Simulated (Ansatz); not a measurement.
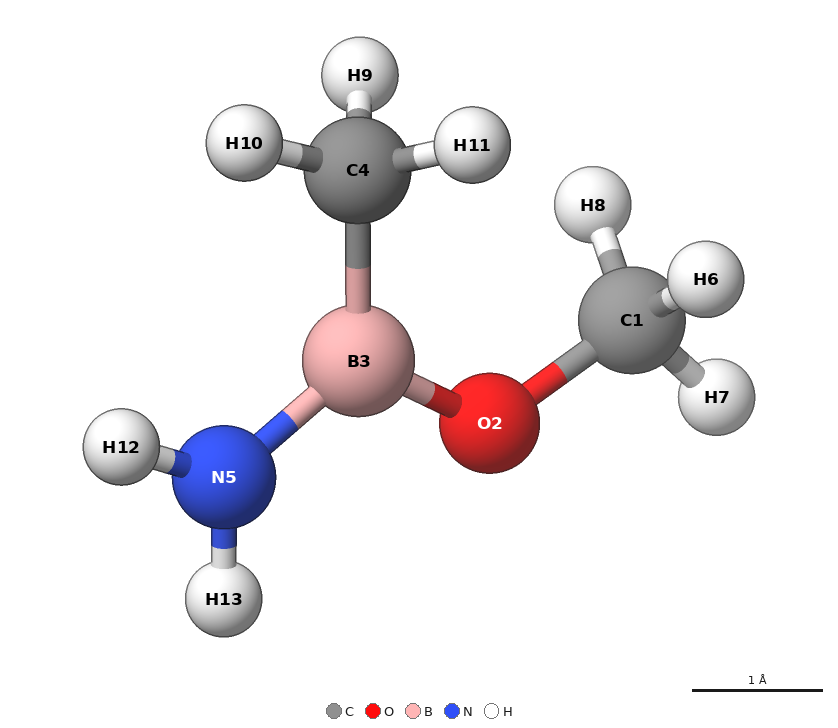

The view is orthographic, and the bar gives the scale. The computed structure is the end point of a PBE0-D4/def2-TZVP optimisation. No frequency run is at hand to confirm it as a minimum.

Reconstruct the coordinates (Å) as seen: x to the right, y up, z towards the viewer, origin at the mean of the atomic positions.

```xyz
13
C2H8BNO
C    1.62  -0.07  -0.99
O    0.52  -0.87  -0.64
B   -0.50  -0.38   0.15
C   -0.51   1.09   0.72
N   -1.54  -1.29   0.43
H    2.19   0.24  -0.11
H    2.27  -0.67  -1.63
H    1.31   0.82  -1.55
H   -0.49   1.82  -0.09
H   -1.38   1.30   1.33
H    0.38   1.28   1.33
H   -2.33  -1.05   0.99
H   -1.54  -2.23   0.07
```
